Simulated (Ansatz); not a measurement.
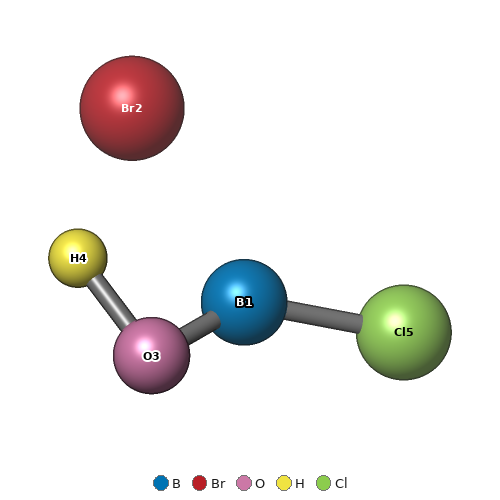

The system is the reacting system BBrClHO (fragments BBrClHO where the first distance is long, BClO + BrH where the second is long); the picture shows the reference structure. First axis: distance Br2–H4 (bond that forms). Second axis: distance B1–Br2 (bond that breaks). Relaxed at each point: all other coordinates. The scan uses a 13 × 13 grid. Points are written as (first, second). Energies: kcal/mol, counted from a guessed transition structure relaxed with its forming and breaking bonds held. Energies and slopes of some neighbouring points disagree (a jump in structure or state, or too coarse a mesh). The reference is spin-restricted, so regions where a bond is pulled apart into radicals lie too high. The calculation used Ansatz 0.2.0, RKS PBE-D4/def2-SVP.

Its coordinates:

```xyz
5

B    -0.1487    0.3350    0.3822
Br    1.2175   -1.4426   -0.4243
O    -0.8736    0.5625   -0.6791
H    -0.2365   -0.3668   -1.2642
Cl    0.0412    0.9119    1.9855
```

Range: distance Br2–H4 (bond that forms) from 1.359 to 2.559 Å; distance B1–Br2 (bond that breaks) from 1.836 to 3.036 Å.

What will the energy surface look like?

Answer. The lowest grid point is at (2.559 Å, 1.964 Å), −37.4 kcal/mol from a guessed transition structure relaxed with its forming and breaking bonds held. It lies at the edge of the scanned range, so the true minimum may lie outside. The highest grid point, (1.359 Å, 1.836 Å), lies 71.1 kcal/mol above the lowest.

| second ↓, first → | 1.359 | 1.413 | 1.487 | 1.571 | 1.663 | 1.761 | 1.864 | 1.971 | 2.082 | 2.197 | 2.314 | 2.435 | 2.559 |
| --- | --- | --- | --- | --- | --- | --- | --- | --- | --- | --- | --- | --- | --- |
| 3.036 | −0.8 | −2.7 | −2.5 | 0.0 | 4.1 | 8.3 | 11.6 | 13.8 | 15.0 | 15.8 | 16.2 | 16.6 | 16.8 |
| 2.912 | 0.0 | −1.8 | −1.5 | 1.0 | 4.7 | 8.1 | 10.2 | 11.1 | 11.5 | 11.5 | 11.4 | 11.3 | 11.3 |
| 2.791 | 1.0 | −0.8 | −0.4 | 2.1 | 5.2 | 7.3 | 8.0 | 7.7 | 7.2 | 6.6 | 6.1 | 5.6 | 5.3 |
| 2.674 | 2.2 | 0.4 | 0.8 | 3.3 | 5.3 | 5.8 | 5.0 | 3.7 | 2.5 | 1.3 | 0.3 | −0.4 | −1.0 |
| 2.559 | 3.6 | 1.8 | 2.2 | 4.3 | 4.7 | 3.4 | 1.3 | −0.8 | −2.8 | −4.4 | −5.8 | −6.9 | −7.7 |
| 2.448 | 5.2 | 3.4 | 3.8 | 4.9 | 3.3 | 0.4 | −2.8 | −5.7 | −8.2 | −10.3 | −12.0 | −13.4 | −14.4 |
| 2.341 | 7.3 | 5.4 | 6.9 | 5.0 | 1.5 | −2.8 | −6.9 | −10.5 | −13.6 | −16.1 | −18.1 | −19.7 | −20.9 |
| 2.238 | 9.8 | 7.9 | 8.6 | 4.6 | −0.6 | −6.0 | −10.9 | −15.1 | −18.6 | −21.5 | −23.8 | −25.6 | −26.9 |
| 2.140 | 13.0 | 11.0 | 10.1 | 4.2 | −2.4 | −8.7 | −14.3 | −19.0 | −22.9 | −26.0 | −28.6 | −30.5 | −32.0 |
| 2.048 | 17.0 | 14.9 | 11.8 | 4.4 | −3.3 | −10.4 | −16.5 | −21.6 | −25.8 | −29.3 | −32.0 | −34.1 | −35.6 |
| 1.964 | 22.0 | 22.1 | 14.4 | 5.7 | −2.8 | −10.5 | −17.1 | −22.6 | −27.1 | −30.7 | −33.6 | −35.8 | −37.4 |
| 1.890 | 28.0 | 27.0 | 18.1 | 8.5 | −0.6 | −8.8 | −15.8 | −21.5 | −26.3 | −30.2 | −33.2 | −35.5 | −37.1 |
| 1.836 | 33.7 | 31.8 | 22.1 | 12.0 | 2.4 | −6.0 | −13.3 | −19.3 | −24.2 | −28.2 | −31.3 | −33.6 | −35.2 |

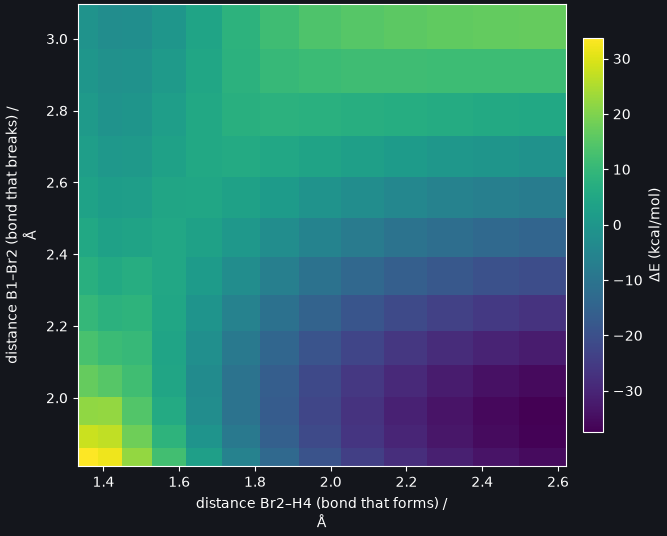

The picture shows one coloured cell a grid point.

Each point was launched as `ansatz run input.yaml --threads 1 --pin off --max-ram 2560MiB --backend cpu --events-out ev --progress --plain --runs-dir out`. Time for the 169 points that were run: 17 min on 1 thread of AMD EPYC 9R45 96-Core Processor (Zen 5), on a shared host.
